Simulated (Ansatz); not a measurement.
# Run report: C$_{2}$H$_{2}$AlCl$_{2}$F, geometry relaxation (part 1 of 2)

- system: C$_{2}$H$_{2}$AlCl$_{2}$F, SMILES F[C]1(Cl)[CH2][Al]1[Cl]
- method: RKS PBE0/STO-3G (Ansatz 0.2.0)

It belongs to a series of runs on one base structure; here: start relaxed. Figures and captions count atoms from 1; the log counts them from 0 in places.

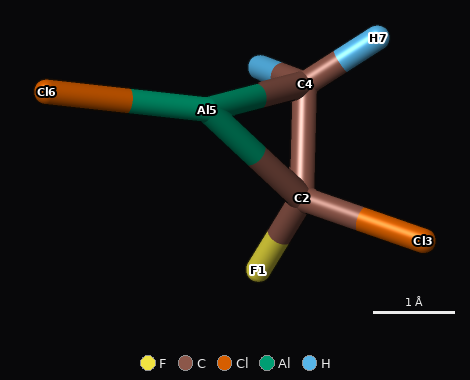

**Figure 1.** The structure as given in the input (stick view, seen at a tilt; atoms are numbered from 1 in the order of the input). Sticks mark near contacts. Bond lengths as drawn: Al–C 1.98 Å, Al–Cl 2.23 Å, C–C 1.47 Å, C–Cl 1.75 Å, C–F 1.39 Å and C–H 1.09 to 1.14 Å.

Input file:
```yaml
crystal:
  periodic: [false, false, false]
  atoms:
    - { symbol: F, position_ang: [0.205, -0.4827, 1.8901] }
    - { symbol: C, position_ang: [0.5916, -0.211, 0.5867] }
    - { symbol: Cl, position_ang: [2.3021, -0.4398, 0.272] }
    - { symbol: C, position_ang: [-0.2474, -0.7658, -0.4902] }
    - { symbol: Al, position_ang: [-0.3137, 1.2134, -0.4568] }
    - { symbol: Cl, position_ang: [-1.4762, 3.1174, -0.4135] }
    - { symbol: H, position_ang: [0.2295, -1.2399, -1.3434] }
    - { symbol: H, position_ang: [-1.1987, -1.2487, -0.1007] }
basis:
  gaussian: { orbitals: STO-3G }
hamiltonian:
  xc: pbe0
relax:
  f_tol: 0.02
  max_steps: 40
scf:
  lower_state_search: "off"
```

Hardware: 1 thread of Intel Xeon @ 2.50GHz (Skylake/Cascade Lake), 189 GiB of memory available, shared host.

Launched with:
```bash
ansatz run input.yaml --threads 1 --pin off --max-ram 2048MiB --backend cpu --events-out ev --progress --plain --runs-dir out
```

Output:
```
The last accepted step is kept in [file] (removed where the run ends without a failure and the disk answers)
Engine: ansatz 0.2.0, x86_64-unknown-linux-gnu
Functional definition: PBE0
  parameter a = 0.25
  parameter kappa = 0.804
  parameter beta = 0.06672455060314922
  exchange = (1 - a)*pbe_x(kappa = kappa, mu = beta*pi^2/3) + a*exact_x
  correlation = pbe_c(beta = beta)
these checks for a lower state are left out or cut short: stability, starts, cluster_reference, orbital_swaps, neighbouring_geometries, increment
594 factors; integrals over basis functions are off by at most 2.3e-5 eV
mean field evaluation 1: about -36029.5394 eV, gradient 2.9e1 eV
mean field evaluation 2: about -36028.3387 eV, gradient 3.7e1 eV
mean field evaluation 4: about -36033.2959 eV, gradient 1.9e0 eV
mean field evaluation 8: about -36033.2968 eV, gradient 2.7e-2 eV
mean field evaluation 16: about -36033.2968 eV, gradient 5.1e-6 eV
mean field -36033.29678860 eV, -1324.1992327351 hartree, gradient 5.1e-6 eV, S^2 0.000000; 0 other end points of the search recorded, 0 dependent functions left out
the calculation of the forces begins
reference -36033.29680459 eV, -1324.1992333230 hartree; 35, 35 occupied and 9, 9 virtual orbitals, 594 factors
relax step   1: F+E_penalty+E_count = -36033.29678860 eV  Δ(F+E_penalty+E_count) = +0.000e0 eV  max|allowed force component| = 5.069e0 eV/Å  Δτ_max = 0.0000 Å  (14 SCF iters, accepted)
these checks for a lower state are left out or cut short: stability, starts, cluster_reference, orbital_swaps, neighbouring_geometries, increment
594 factors; integrals over basis functions are off by at most 1.9e-5 eV
mean field -36034.46272434 eV, -1324.2420800833 hartree, gradient 3.1e-6 eV, S^2 0.000000; 0 other end points of the search recorded, 0 dependent functions left out
[... from here on the field's lines of each further geometry are left out, up to the last ...]
relax step   2: F+E_penalty+E_count = -36034.46272434 eV  Δ(F+E_penalty+E_count) = -1.166e0 eV  max|allowed force component| = 1.867e0 eV/Å  Δτ_max = 0.1531 Å  (23 SCF iters, accepted)
relax step   3: F+E_penalty+E_count = -36034.59786440 eV  Δ(F+E_penalty+E_count) = -1.351e-1 eV  max|allowed force component| = 1.179e0 eV/Å  Δτ_max = 0.1463 Å  (18 SCF iters, accepted)
relax step   4: F+E_penalty+E_count = -36034.64078734 eV  Δ(F+E_penalty+E_count) = -4.292e-2 eV  max|allowed force component| = 6.054e-1 eV/Å  Δτ_max = 0.0557 Å  (17 SCF iters, accepted)
relax step   5: F+E_penalty+E_count = -36034.66536804 eV  Δ(F+E_penalty+E_count) = -2.458e-2 eV  max|allowed force component| = 2.529e-1 eV/Å  Δτ_max = 0.0925 Å  (17 SCF iters, accepted)
relax step   6: F+E_penalty+E_count = -36034.67816925 eV  Δ(F+E_penalty+E_count) = -1.280e-2 eV  max|allowed force component| = 1.917e-1 eV/Å  Δτ_max = 0.0778 Å  (17 SCF iters, accepted)
relax step   7: F+E_penalty+E_count = -36034.68968870 eV  Δ(F+E_penalty+E_count) = -1.152e-2 eV  max|allowed force component| = 1.501e-1 eV/Å  Δτ_max = 0.1058 Å  (17 SCF iters, accepted)
relax step   8: F+E_penalty+E_count = -36034.69773276 eV  Δ(F+E_penalty+E_count) = -8.044e-3 eV  max|allowed force component| = 1.458e-1 eV/Å  Δτ_max = 0.0864 Å  (17 SCF iters, accepted)
relax step   9: F+E_penalty+E_count = -36034.71711375 eV  Δ(F+E_penalty+E_count) = -1.938e-2 eV  max|allowed force component| = 4.164e-1 eV/Å  Δτ_max = 0.1950 Å  (18 SCF iters, accepted)
relax step  10: F+E_penalty+E_count = -36034.77226785 eV  Δ(F+E_penalty+E_count) = -5.515e-2 eV  max|allowed force component| = 6.821e-1 eV/Å  Δτ_max = 0.1945 Å  (18 SCF iters, accepted)
relax step  11: F+E_penalty+E_count = -36034.90036784 eV  Δ(F+E_penalty+E_count) = -1.281e-1 eV  max|allowed force component| = 8.883e-1 eV/Å  Δτ_max = 0.1950 Å  (18 SCF iters, accepted)
relax step  12: F+E_penalty+E_count = -36034.98731690 eV  Δ(F+E_penalty+E_count) = -8.695e-2 eV  max|allowed force component| = 1.487e0 eV/Å  Δτ_max = 0.1937 Å  (23 SCF iters, accepted)
relax step  13: F+E_penalty+E_count = -36035.21781176 eV  Δ(F+E_penalty+E_count) = -2.305e-1 eV  max|allowed force component| = 1.403e0 eV/Å  Δτ_max = 0.1950 Å  (23 SCF iters, accepted)
relax step  14: F+E_penalty+E_count = -36035.46860669 eV  Δ(F+E_penalty+E_count) = -2.508e-1 eV  max|allowed force component| = 1.243e0 eV/Å  Δτ_max = 0.1920 Å  (25 SCF iters, accepted)
relax step  15: F+E_penalty+E_count = -36035.72294084 eV  Δ(F+E_penalty+E_count) = -2.543e-1 eV  max|allowed force component| = 1.113e0 eV/Å  Δτ_max = 0.1959 Å  (25 SCF iters, accepted)
relax step  16: F+E_penalty+E_count = -36035.99199285 eV  Δ(F+E_penalty+E_count) = -2.691e-1 eV  max|allowed force component| = 1.365e0 eV/Å  Δτ_max = 0.1963 Å  (24 SCF iters, accepted)
relax step  17: F+E_penalty+E_count = -36036.17514042 eV  Δ(F+E_penalty+E_count) = -1.831e-1 eV  max|allowed force component| = 2.575e0 eV/Å  Δτ_max = 0.1979 Å  (25 SCF iters, accepted)
relax step  18: F+E_penalty+E_count = -36036.37785604 eV  Δ(F+E_penalty+E_count) = -2.027e-1 eV  max|allowed force component| = 2.456e0 eV/Å  Δτ_max = 0.1768 Å  (19 SCF iters, accepted)
relax step  19: F+E_penalty+E_count = -36036.64779933 eV  Δ(F+E_penalty+E_count) = -2.699e-1 eV  max|allowed force component| = 2.002e0 eV/Å  Δτ_max = 0.1931 Å  (24 SCF iters, accepted)
relax step  20: F+E_penalty+E_count = -36036.83347354 eV  Δ(F+E_penalty+E_count) = -1.857e-1 eV  max|allowed force component| = 1.397e0 eV/Å  Δτ_max = 0.1949 Å  (19 SCF iters, accepted)
relax step  21: F+E_penalty+E_count = -36036.99174927 eV  Δ(F+E_penalty+E_count) = -1.583e-1 eV  max|allowed force component| = 1.460e0 eV/Å  Δτ_max = 0.1973 Å  (23 SCF iters, accepted)
relax step  22: F+E_penalty+E_count = -36037.18529886 eV  Δ(F+E_penalty+E_count) = -1.935e-1 eV  max|allowed force component| = 2.522e0 eV/Å  Δτ_max = 0.1999 Å  (23 SCF iters, accepted)
relax step  23: F+E_penalty+E_count = -36037.41194043 eV  Δ(F+E_penalty+E_count) = -2.266e-1 eV  max|allowed force component| = 1.273e0 eV/Å  Δτ_max = 0.1938 Å  (17 SCF iters, accepted)
relax step  24: F+E_penalty+E_count = -36037.55472129 eV  Δ(F+E_penalty+E_count) = -1.428e-1 eV  max|allowed force component| = 8.101e-1 eV/Å  Δτ_max = 0.1984 Å  (17 SCF iters, accepted)
relax step  25: F+E_penalty+E_count = -36037.66695680 eV  Δ(F+E_penalty+E_count) = -1.122e-1 eV  max|allowed force component| = 7.523e-1 eV/Å  Δτ_max = 0.1940 Å  (18 SCF iters, accepted)
relax step  26: F+E_penalty+E_count = -36037.68970615 eV  Δ(F+E_penalty+E_count) = -2.275e-2 eV  max|allowed force component| = 1.012e0 eV/Å  Δτ_max = 0.1400 Å  (18 SCF iters, accepted)
relax step  27: F+E_penalty+E_count = -36037.70896194 eV  Δ(F+E_penalty+E_count) = -1.926e-2 eV  max|allowed force component| = 1.235e0 eV/Å  Δτ_max = 0.0753 Å  (19 SCF iters, accepted)
relax step  28: F+E_penalty+E_count = -36037.73771732 eV  Δ(F+E_penalty+E_count) = -2.876e-2 eV  max|allowed force component| = 3.174e-1 eV/Å  Δτ_max = 0.0782 Å  (17 SCF iters, accepted)
relax step  29: F+E_penalty+E_count = -36037.74917338 eV  Δ(F+E_penalty+E_count) = -1.146e-2 eV  max|allowed force component| = 2.074e-1 eV/Å  Δτ_max = 0.1082 Å  (18 SCF iters, accepted)
relax step  30: F+E_penalty+E_count = -36037.75587651 eV  Δ(F+E_penalty+E_count) = -6.703e-3 eV  max|allowed force component| = 2.909e-1 eV/Å  Δτ_max = 0.1304 Å  (18 SCF iters, accepted)
relax step  31: F+E_penalty+E_count = -36037.76256392 eV  Δ(F+E_penalty+E_count) = -6.687e-3 eV  max|allowed force component| = 2.287e-1 eV/Å  Δτ_max = 0.0852 Å  (18 SCF iters, accepted)
relax step  32: F+E_penalty+E_count = -36037.76202378 eV  Δ(F+E_penalty+E_count) = +5.401e-4 eV  max|allowed force component| = 2.637e-1 eV/Å  Δτ_max = 0.1065 Å  (21 SCF iters, rejected (line search))
relax step  33: F+E_penalty+E_count = -36037.76771027 eV  Δ(F+E_penalty+E_count) = -5.146e-3 eV  max|allowed force component| = 3.481e-2 eV/Å  Δτ_max = 0.0530 Å  (22 SCF iters, accepted)
relax step  34: F+E_penalty+E_count = -36037.76862674 eV  Δ(F+E_penalty+E_count) = -9.165e-4 eV  max|allowed force component| = 7.299e-2 eV/Å  Δτ_max = 0.0559 Å  (22 SCF iters, accepted)
relax step  35: F+E_penalty+E_count = -36037.76961383 eV  Δ(F+E_penalty+E_count) = -9.871e-4 eV  max|allowed force component| = 3.672e-2 eV/Å  Δτ_max = 0.0404 Å  (22 SCF iters, accepted)
the calculation of the forces begins
reference -36037.76981738 eV, -1324.3636135111 hartree; 35, 35 occupied and 9, 9 virtual orbitals, 602 factors
relax step  36: F+E_penalty+E_count = -36037.76980152 eV  Δ(F+E_penalty+E_count) = -1.877e-4 eV  max|allowed force component| = 2.228e-2 eV/Å  Δτ_max = 0.0224 Å  (18 SCF iters, accepted)
these checks for a lower state are left out or cut short: stability, starts, cluster_reference, orbital_swaps, neighbouring_geometries, increment
602 factors; integrals over basis functions are off by at most 4.2e-5 eV
mean field -36037.76987363 eV, -1324.3636155783 hartree, gradient 2.4e-6 eV, S^2 0.000000; 0 other end points of the search recorded, 0 dependent functions left out
the calculation of the forces begins
reference -36037.76988949 eV, -1324.3636161609 hartree; 35, 35 occupied and 9, 9 virtual orbitals, 602 factors
relax step  37: F+E_penalty+E_count = -36037.76987363 eV  Δ(F+E_penalty+E_count) = -7.211e-5 eV  max|allowed force component| = 1.147e-2 eV/Å  Δτ_max = 0.0079 Å  (19 SCF iters, accepted)
```

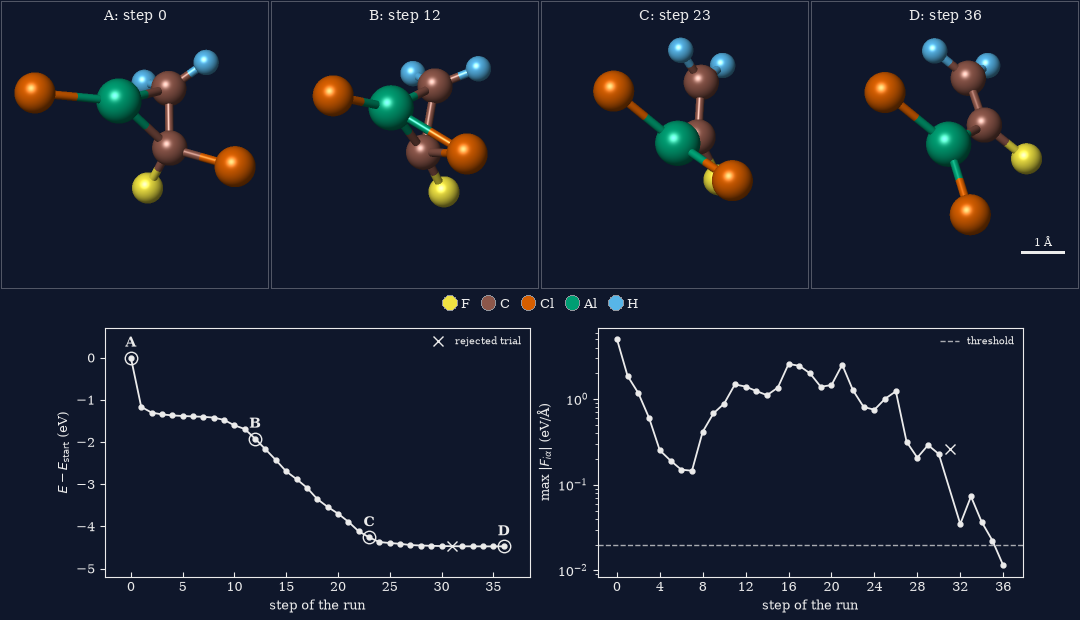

**Figure 2.** Frames of the relaxation (ball-and-stick view, seen at a tilt) above the curves, on which the letters mark them (the first geometry is step 0 here and step 1 in the log).

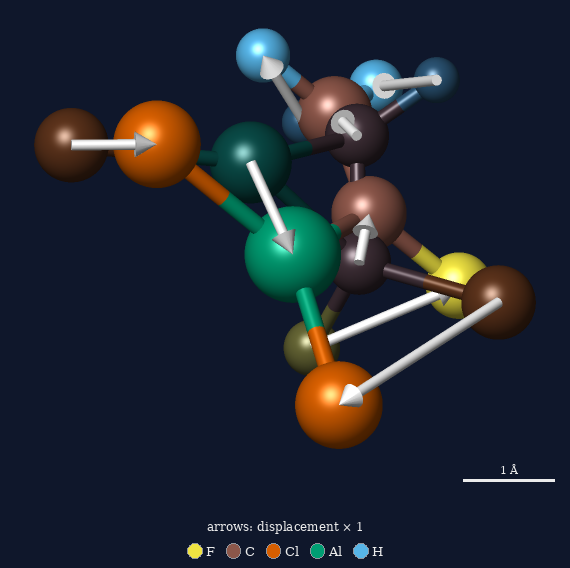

**Figure 3.** Start (faint) and end (solid) with the displacements as white arrows, at true length (ball-and-stick view, seen at a tilt). The two geometries are laid on each other by the best rigid fit. The energy falls by 4.473 eV in 36 geometry steps. Largest force component: 5.1 eV/Å at the start, 0.011 eV/Å at the end. The line search rejected the trial step at point 31 (counted from 0) and went back. The largest move after the best rigid fit is that of Cl3, 2.70 Å. Largest moves by element: Cl 2.70 Å, H 1.80 Å, F 1.77 Å, Al 1.14 Å, C 0.67 Å. Distances before and after: C2–Cl3 1.754 → 3.493 Å, Cl3–Al5 3.179 → 2.067 Å, C4–Al5 1.981 → 2.830 Å, Al5–Cl6 2.231 → 2.069 Å. New bonds form: Cl3–Al5 (3.18 → 2.07 Å). Bonds break: C2–Cl3 (1.75 → 3.49 Å), C4–Al5 (1.98 → 2.83 Å). Among the angles that change: C4–C2–Al5 68.0° → 120.0°, C2–Al5–Cl6 147.1° → 119.1°, C2–C4–H8 112.7° → 120.8°. (Atoms are counted from 1 in the order of the input.)

```
Total energy: -36037.76988949 eV, -1324.3636161609 hartree
Atom 0 at     1.156112    -1.327620     1.053896 Å, force    -0.007833    -0.001123    -0.003842 eV/Å
Atom 1 at     0.268768    -0.587323     0.316276 Å, force    -0.007724     0.003938    -0.007381 eV/Å
Atom 2 at     2.302614     2.231351     0.661417 Å, force     0.000511     0.000014    -0.000604 eV/Å
Atom 3 at    -0.850488    -1.163686    -0.167024 Å, force     0.011472    -0.005440    -0.001364 eV/Å
Atom 4 at     0.617027     1.252282    -0.027063 Å, force     0.001479     0.007547     0.003749 eV/Å
Atom 5 at    -0.744780     2.342971    -1.139227 Å, force     0.002716    -0.002542     0.000954 eV/Å
Atom 6 at    -1.089701    -2.217931     0.003732 Å, force    -0.002357     0.000855     0.003348 eV/Å
Atom 7 at    -1.567353    -0.587143    -0.757808 Å, force     0.001735    -0.003248     0.005141 eV/Å
Dipole moment:    -0.147210    -0.461360     0.049553 e Å
Checks for a lower state left out: stability, starts, cluster_reference, orbital_swaps, neighbouring_geometries, increment
```

Trajectory as extended XYZ (Å, eV, eV/Å), 37 frames, from step=1 to step=37:
```
8
Properties=species:S:1:pos:R:3:forces:R:3 step=1 energy=-36033.29679
F     0.2050   -0.4827    1.8901    0.3351  -0.6335  -0.2020
C     0.5916   -0.2110    0.5867   -1.0280   4.7911   2.9278
Cl    2.3021   -0.4398    0.2720    3.4903  -0.7816  -0.2119
C    -0.2474   -0.7658   -0.4902   -5.0693   0.9231  -3.1202
Al   -0.3137    1.2134   -0.4568   -0.6030  -1.4006   1.4436
Cl   -1.4762    3.1174   -0.4135    1.3567  -2.1371  -0.2718
H     0.2295   -1.2399   -1.3434    0.1292  -0.8255   0.1853
H    -1.1987   -1.2487   -0.1007    1.3892   0.0639  -0.7508
8
Properties=species:S:1:pos:R:3:forces:R:3 step=2 energy=-36034.46272
F     0.2430   -0.5943    1.8650    0.3447   0.6941  -0.8327
C     0.5951   -0.0738    0.6058   -0.9040  -0.0961   1.8672
Cl    2.3458   -0.4997    0.2781    1.1488   0.0473  -0.1860
C    -0.3277   -0.6433   -0.5350   -0.9361  -0.2299  -1.0159
Al   -0.3744    1.2397   -0.3787    0.0704  -0.9788   0.2823
Cl   -1.4430    3.0226   -0.4900    0.2418  -0.2314  -0.0782
H     0.2142   -1.2558   -1.2823   -0.2942   0.4294   0.1844
H    -1.1609   -1.2525   -0.1187    0.3286   0.3654  -0.2211
8
Properties=species:S:1:pos:R:3:forces:R:3 step=3 energy=-36034.59786
F     0.2805   -0.5542    1.9142    0.2158   0.0755  -0.9082
C     0.5920   -0.1178    0.6272   -0.2313   0.1880   1.1787
Cl    2.4269   -0.3871    0.3245   -0.1297  -0.0758  -0.1727
C    -0.3715   -0.6594   -0.5512   -0.0673  -0.5878  -0.4218
Al   -0.3753    1.1748   -0.3370    0.1100  -0.0189   0.1335
Cl   -1.3704    2.9671   -0.5096   -0.0229   0.1941  -0.1047
H     0.1268   -1.2272   -1.3536   -0.0043   0.2023   0.2281
H    -1.2167   -1.2532   -0.1703    0.1298   0.0225   0.0671
8
Properties=species:S:1:pos:R:3:forces:R:3 step=4 energy=-36034.64079
F     0.2831   -0.5930    1.9093    0.1529   0.0806  -0.4591
C     0.5766   -0.1062    0.6488   -0.1071  -0.1798   0.6054
Cl    2.4040   -0.3875    0.2900   -0.0864   0.0576  -0.0774
C    -0.3739   -0.6602   -0.5438   -0.0488  -0.2090  -0.0629
Al   -0.4019    1.1753   -0.3087   -0.0527   0.1596  -0.0288
Cl   -1.3487    2.9969   -0.5513    0.0786  -0.0111  -0.0508
H     0.1472   -1.2015   -1.3430    0.0317   0.0872   0.0750
H    -1.1943   -1.2809   -0.1571    0.0317   0.0150  -0.0014
8
Properties=species:S:1:pos:R:3:forces:R:3 step=5 energy=-36034.66537
F     0.3012   -0.6514    1.9097    0.0791  -0.0326   0.0351
C     0.5533   -0.1108    0.6771   -0.0738  -0.1933   0.0172
Cl    2.3802   -0.3360    0.2511   -0.0785   0.1072  -0.0080
C    -0.3868   -0.6683   -0.5299    0.0304   0.0768   0.1296
Al   -0.4434    1.1667   -0.2664   -0.0784   0.2529  -0.1297
Cl   -1.2877    3.0306   -0.6122    0.1226  -0.1831   0.0155
H     0.1624   -1.1697   -1.3320   -0.0004  -0.0154  -0.0353
H    -1.1870   -1.3182   -0.1532   -0.0010  -0.0124  -0.0244
8
Properties=species:S:1:pos:R:3:forces:R:3 step=6 energy=-36034.67817
F     0.3203   -0.7030    1.9149    0.0700  -0.0331   0.0853
C     0.5328   -0.1211    0.6970   -0.0991  -0.1306  -0.1004
Cl    2.3608   -0.2680    0.2281   -0.0771   0.0859   0.0123
C    -0.3991   -0.6749   -0.5188    0.0905   0.1332   0.1226
Al   -0.4701    1.1591   -0.2387   -0.0455   0.1840  -0.1009
Cl   -1.2259    3.0458   -0.6570    0.0961  -0.1917   0.0405
H     0.1606   -1.1508   -1.3295   -0.0246  -0.0520  -0.0295
H    -1.1873   -1.3442   -0.1518   -0.0102   0.0044  -0.0299
8
Properties=species:S:1:pos:R:3:forces:R:3 step=7 energy=-36034.68969
F     0.3475   -0.7647    1.9212    0.0814   0.0447  -0.0586
C     0.5072   -0.1361    0.7174   -0.1224  -0.0973   0.0556
Cl    2.3345   -0.1681    0.2054   -0.1020   0.0326   0.0107
C    -0.4112   -0.6829   -0.5077    0.1501   0.0966  -0.0188
Al   -0.4920    1.1494   -0.2134   -0.0049   0.0887  -0.0526
Cl   -1.1492    3.0536   -0.6989    0.0502  -0.1451   0.0496
H     0.1542   -1.1469   -1.3231   -0.0464  -0.0531   0.0052
H    -1.1988   -1.3614   -0.1567   -0.0060   0.0328   0.0089
8
Properties=species:S:1:pos:R:3:forces:R:3 step=8 energy=-36034.69773
F     0.3683   -0.8045    1.9266    0.0701   0.0600  -0.1458
C     0.4838   -0.1479    0.7333   -0.0895  -0.0429   0.1372
Cl    2.3049   -0.0893    0.1860   -0.0932   0.0132   0.0124
C    -0.4136   -0.6892   -0.5049    0.1303   0.0174  -0.0792
Al   -0.5005    1.1413   -0.2025    0.0299   0.0350  -0.0226
Cl   -1.0939    3.0554   -0.7162    0.0166  -0.0886   0.0413
H     0.1529   -1.1610   -1.3160   -0.0359  -0.0414   0.0357
H    -1.2096   -1.3619   -0.1620   -0.0283   0.0472   0.0210
8
Properties=species:S:1:pos:R:3:forces:R:3 step=9 energy=-36034.71711
F     0.4138   -0.8981    1.9240    0.1051   0.2700  -0.4141
C     0.4360   -0.1706    0.7651   -0.0960  -0.2296   0.4164
Cl    2.2420    0.0912    0.1474   -0.3179  -0.0172   0.0351
C    -0.4114   -0.7045   -0.5039    0.1705  -0.1385  -0.1420
Al   -0.4982    1.1251   -0.1965    0.1798   0.0431  -0.0402
Cl   -0.9945    3.0572   -0.7341   -0.0124  -0.0446   0.0445
H     0.1612   -1.2296   -1.2801   -0.0966   0.0426   0.0595
H    -1.2568   -1.3278   -0.1777    0.0675   0.0743   0.0408
```
